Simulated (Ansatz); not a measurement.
**BBrCl2H2 (built from SMILES ClB(Cl)Br.[H][H]): a reaction path by the nudged elastic band**

What path joins these two structures, and how high does it climb? Both ends were relaxed at PBE0-D4 in triple zeta.

Computed with Ansatz 0.2.0, Gaussian basis. Level: PBE0-D4/def2-SVP.

22 further runs of the same task are left out: 22 set aside as unsound or not needed. Runs told in other sessions of the task aren't counted.

### Step 1. The starting structure

The first end: 6 atoms, charge 0, spin multiplicity 1.

Atoms are counted from 1 here; the program's logs count them from 0.

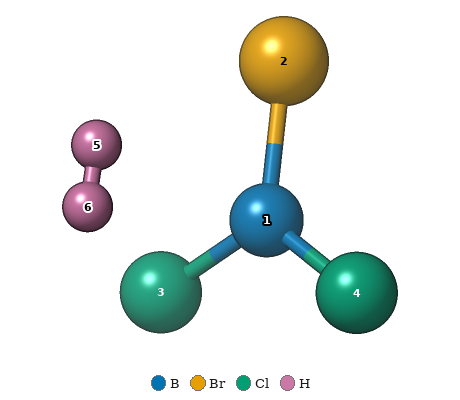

Start geometry, drawn with boron blue, bromine amber, chlorine teal, hydrogen pink; atoms are numbered from 1 in the order of the file.

Geometry (Å):

```xyz
6
BBrCl2H2
B     0.9812   -0.4169    0.2007
Br    1.7496    1.2371   -0.3384
Cl    0.7123   -1.6681   -0.9699
Cl    0.5559   -0.6720    1.8627
H    -1.8304    1.0766   -0.4797
H    -2.1685    0.4432   -0.2755
```

The second end:

```
B    -0.35401   -1.05298    0.35069
Br    1.13075    1.95903   -0.62654
Cl    0.40880   -2.03025   -0.86406
Cl    0.25192   -1.03116    1.97702
H    -0.11368    2.58197   -0.91408
H    -1.32377   -0.42661    0.07688
```

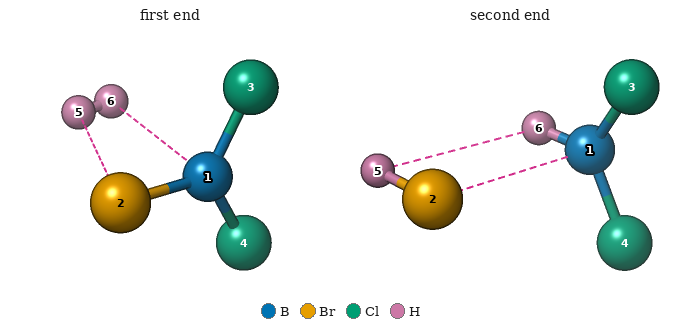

The two ends; dashed lines mark the contacts followed along the path.

### Step 2. The band at PBE0-D4/def2-SVP

File neb/in.yaml:

```yaml
crystal:
  periodic: [false, false, false]
  atoms:
    - {symbol: B, position_ang: [0.981208, -0.416853, 0.200731]}
    - {symbol: Br, position_ang: [1.749554, 1.237095, -0.338446]}
    - {symbol: Cl, position_ang: [0.712262, -1.668051, -0.969856]}
    - {symbol: Cl, position_ang: [0.555886, -0.672015, 1.862685]}
    - {symbol: H, position_ang: [-1.830362, 1.076631, -0.479677]}
    - {symbol: H, position_ang: [-2.168547, 0.443193, -0.275537]}
basis:
  gaussian: {orbitals: def2-SVP}
hamiltonian: {xc: pbe0, dispersion: d4}
neb:
  images: 5
  climbing: true
  max_iterations: 40
  initial_path: idpp
  final_atoms:
    - {symbol: B, position_ang: [-0.354010, -1.052978, 0.350691]}
    - {symbol: Br, position_ang: [1.130751, 1.959028, -0.626539]}
    - {symbol: Cl, position_ang: [0.408795, -2.030246, -0.864065]}
    - {symbol: Cl, position_ang: [0.251915, -1.031158, 1.977017]}
    - {symbol: H, position_ang: [-0.113682, 2.581969, -0.914080]}
    - {symbol: H, position_ang: [-1.323771, -0.426614, 0.076877]}
```

On the command line:

```
$ ansatz run in.yaml --threads 4 --pin off --events-out ev --progress --plain --max-ram 9574MiB
```

Output:

```text
Functional definition: PBE0
  name "PBE0"
  cite "Adamo & Barone, J. Chem. Phys. 110, 6158 (1999) doi:10.1063/1.478522"
  cite "Perdew, Burke & Ernzerhof, Phys. Rev. Lett. 77, 3865 (1996) doi:10.1103/PhysRevLett.77.3865"
  parent pbe
  parameter a = 0.25
  parameter kappa = 0.804
  parameter beta = 0.06672455060314922
  exchange = (1 - a)*pbe_x(kappa = kappa, mu = beta*pi^2/3) + a*exact_x
  correlation = pbe_c(beta = beta)
944 factors; integrals over basis functions are off by at most 3.1e-4 eV
mean field evaluation 1: about -95768.5777 eV, gradient 8.7e0 eV
mean field evaluation 2: about -95768.7498 eV, gradient 4.2e0 eV
mean field evaluation 4: about -95768.7878 eV, gradient 4.1e-1 eV
mean field evaluation 8: about -95768.8265 eV, gradient 1.1e-2 eV
mean field -95768.82648244 eV, -3519.4394587875 hartree, gradient 1.3e-5 eV, S^2 0.000000; 0 other end points of the search recorded, 0 dependent functions left out
the calculation of the forces begins
reference -95768.82650431 eV, -3519.4394595913 hartree; 38, 38 occupied and 54, 54 virtual orbitals, 944 factors
[... from here to the last solve, the lines of the solves are left out (161 solves) ...]
WARN: NEB end point (image 0): max|allowed force component| = 4.495e-1 eV/Å (the criterion of neb.relax_end_points is 1.000e-2). That is over neb.f_tol: it is no minimum, so the barrier can be far off. Relax it first
WARN: NEB end point (image 6): max|allowed force component| = 2.971e-1 eV/Å (the criterion of neb.relax_end_points is 1.000e-2). That is over neb.f_tol: it is no minimum, so the barrier can be far off. Relax it first
NEB iter   1: max|band force component| = 3.325e0 eV/Å  barrier→ = 6.6747 eV  barrier← = 6.2305 eV  Δτ_max = 0.2000 Å  (182 SCF iters)
NEB iter   2: max|band force component| = 3.420e0 eV/Å  barrier→ = 5.4687 eV  barrier← = 5.0245 eV  Δτ_max = 0.2000 Å  (153 SCF iters)
NEB iter   3: max|band force component| = 6.915e0 eV/Å  barrier→ = 4.2448 eV  barrier← = 3.8006 eV  Δτ_max = 0.1007 Å  (151 SCF iters)
NEB iter   4: max|band force component| = 5.187e0 eV/Å  barrier→ = 3.7002 eV  barrier← = 3.2561 eV  Δτ_max = 0.2000 Å  (146 SCF iters)
NEB iter   5: max|band force component| = 3.256e0 eV/Å  barrier→ = 2.7981 eV  barrier← = 2.3540 eV  Δτ_max = 0.2000 Å  (145 SCF iters)
NEB iter   6: max|band force component| = 2.754e0 eV/Å  barrier→ = 2.1169 eV  barrier← = 1.6727 eV  Δτ_max = 0.2000 Å  (149 SCF iters)
NEB iter   7: max|band force component| = 2.679e0 eV/Å  barrier→ = 1.5450 eV  barrier← = 1.1008 eV  Δτ_max = 0.1020 Å  (142 SCF iters)
NEB iter   8: max|band force component| = 1.728e0 eV/Å  barrier→ = 1.3404 eV  barrier← = 0.8962 eV  Δτ_max = 0.1028 Å  (140 SCF iters)
NEB iter   9: max|band force component| = 1.126e0 eV/Å  barrier→ = 1.2623 eV  barrier← = 0.8182 eV  Δτ_max = 0.1018 Å  (139 SCF iters)
NEB iter  10: max|band force component| = 5.164e-1 eV/Å  barrier→ = 1.2471 eV  barrier← = 0.8029 eV  Δτ_max = 0.1009 Å  (142 SCF iters)
NEB iter  11: max|band force component| = 9.756e-1 eV/Å  barrier→ = 1.2350 eV  barrier← = 0.7909 eV  Δτ_max = 0.0501 Å  (146 SCF iters)
NEB iter  12: max|band force component| = 7.004e-1 eV/Å  barrier→ = 1.2305 eV  barrier← = 0.7864 eV  Δτ_max = 0.0500 Å  (143 SCF iters)
NEB iter  13: max|band force component| = 1.787e-1 eV/Å  barrier→ = 1.2282 eV  barrier← = 0.7841 eV  CI = image 3  Δτ_max = 0.1024 Å  (139 SCF iters)
NEB iter  14: max|band force component| = 7.967e-1 eV/Å  barrier→ = 1.2294 eV  barrier← = 0.7852 eV  CI = image 3  Δτ_max = 0.0505 Å  (144 SCF iters)
NEB iter  15: max|band force component| = 3.301e-1 eV/Å  barrier→ = 1.2296 eV  barrier← = 0.7854 eV  CI = image 3  Δτ_max = 0.1020 Å  (128 SCF iters)
NEB iter  16: max|band force component| = 5.953e-1 eV/Å  barrier→ = 1.2295 eV  barrier← = 0.7854 eV  CI = image 3  Δτ_max = 0.0501 Å  (124 SCF iters)
NEB iter  17: max|band force component| = 1.012e0 eV/Å  barrier→ = 1.2294 eV  barrier← = 0.7853 eV  CI = image 3  Δτ_max = 0.0253 Å  (127 SCF iters)
NEB iter  18: max|band force component| = 3.814e-1 eV/Å  barrier→ = 1.2295 eV  barrier← = 0.7853 eV  CI = image 3  Δτ_max = 0.0251 Å  (122 SCF iters)
NEB iter  19: max|band force component| = 7.635e-2 eV/Å  barrier→ = 1.2295 eV  barrier← = 0.7853 eV  CI = image 3  Δτ_max = 0.0505 Å  (119 SCF iters)
NEB iter  20: max|band force component| = 6.751e-1 eV/Å  barrier→ = 1.2295 eV  barrier← = 0.7853 eV  CI = image 3  Δτ_max = 0.0250 Å  (118 SCF iters)
NEB iter  21: max|band force component| = 2.420e-1 eV/Å  barrier→ = 1.2295 eV  barrier← = 0.7853 eV  CI = image 3  Δτ_max = 0.0497 Å  (118 SCF iters)
NEB iter  22: max|band force component| = 6.591e-1 eV/Å  barrier→ = 1.2295 eV  barrier← = 0.7853 eV  CI = image 3  Δτ_max = 0.0251 Å  (124 SCF iters)
NEB iter  23: max|band force component| = 5.358e-1 eV/Å  barrier→ = 1.2295 eV  barrier← = 0.7853 eV  CI = image 3  Δτ_max = 0.0125 Å  (114 SCF iters)
NEB iter  24: max|band force component| = 2.181e-1 eV/Å  barrier→ = 1.2295 eV  barrier← = 0.7853 eV  CI = image 3  Δτ_max = 0.0144 Å  (117 SCF iters)
944 factors; integrals over basis functions are off by at most 1.2e-3 eV
mean field evaluation 1184: about -95767.5728 eV, gradient 1.1e-6 eV
mean field -95767.57283270 eV, -3519.3933880095 hartree, gradient 1.8e-6 eV, S^2 0.000000; 0 other end points of the search recorded, 0 dependent functions left out
the calculation of the forces begins
reference -95767.57285278 eV, -3519.3933887473 hartree; 38, 38 occupied and 54, 54 virtual orbitals, 944 factors
NEB iter  25: max|band force component| = 3.562e-2 eV/Å  barrier→ = 1.2295 eV  barrier← = 0.7853 eV  CI = image 3  Δτ_max = 0.0000 Å  (876 SCF iters)
Total energy: -95767.74595570 eV, -3519.3997501624 hartree
Atom 0 at    -0.011553    -0.370323     0.129569 Å, force     0.000090    -0.000091     0.000045 eV/Å
Atom 1 at     1.117900     1.523294    -0.473970 Å, force    -0.000071    -0.000108     0.000034 eV/Å
Atom 2 at     0.335443    -1.642190    -1.039083 Å, force    -0.000052     0.000152     0.000046 eV/Å
Atom 3 at     0.175222    -0.621573     1.863290 Å, force    -0.000039     0.000087    -0.000138 eV/Å
Atom 4 at    -0.453350     0.945457    -0.357512 Å, force     0.000143     0.000140    -0.000042 eV/Å
Atom 5 at    -1.163662     0.165336    -0.122394 Å, force    -0.000071    -0.000179     0.000054 eV/Å
Dipole moment:    -0.263107     0.185572    -0.079781 e Å
```

Wall time 2.8 min (4 threads of Arm Neoverse V2, shared host).

The last band:

| image | path (Å) | energy (kJ/mol) | B1–H6 (Å) | Br2–H5 (Å) | B1–Br2 (Å) | H5–H6 (Å) |
| --- | --- | --- | --- | --- | --- | --- |
| 0 | 0.00 | 0.0 | 3.30 | 3.59 | 1.90 | 0.75 |
| 1 | 0.76 | 5.4 | 2.65 | 2.93 | 1.91 | 0.76 |
| 2 | 1.52 | 48.3 | 1.92 | 2.33 | 1.96 | 0.78 |
| 3 | 2.28 | 118.6 | 1.30 | 1.68 | 2.29 | 1.08 |
| 4 | 3.05 | 57.0 | 1.21 | 1.44 | 3.02 | 1.72 |
| 5 | 3.83 | 43.9 | 1.20 | 1.42 | 3.38 | 2.51 |
| 6 | 4.60 | 42.9 | 1.19 | 1.42 | 3.50 | 3.39 |

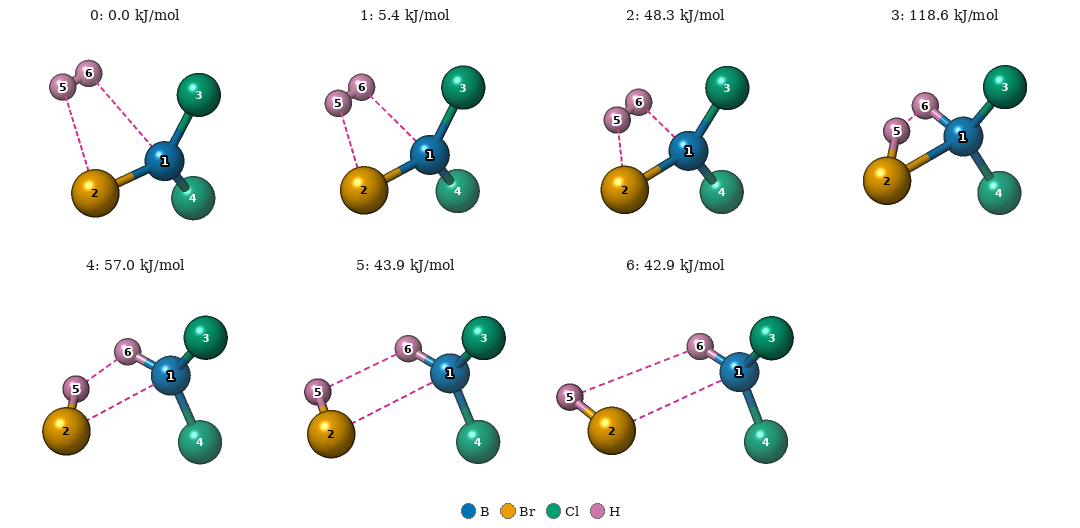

The images of the last band.

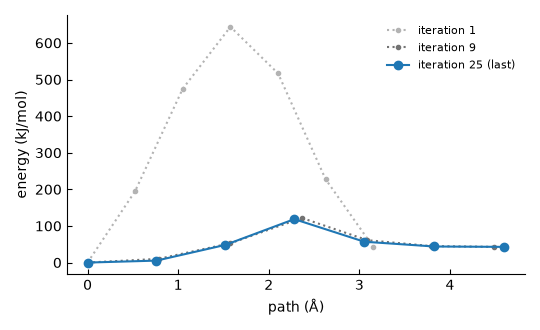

Energy along the path.

The highest image, 3:

```xyz
6
charge 0, multiplicity 1
B    -0.0116   -0.3703    0.1296
Br    1.1179    1.5233   -0.4740
Cl    0.3354   -1.6422   -1.0391
Cl    0.1752   -0.6216    1.8633
H    -0.4533    0.9455   -0.3575
H    -1.1637    0.1653   -0.1224
```

### Step 3. Outcome

| quantity | value |
| --- | --- |
| PBE0-D4/def2-SVP, 25 iterations | highest 118.6 kJ/mol (image 3), last end +42.9 kJ/mol |
| from earlier runs: barrier over the separately found saddle, CCSD(T)/def2-TZVPP | 149.7 kJ/mol |

What this shows: The highest image lies 118.6 kJ/mol above the first end, and it climbed, so it estimates the saddle. The ends are not quite minima at this level (largest force component 0.45 eV/Å), so the heights are unreliable: relaxing the first end would lower it and raise the barrier above it. The highest image is 31.1 kJ/mol below the CCSD(T) barrier in triple zeta, which comes from separate runs on the saddle.
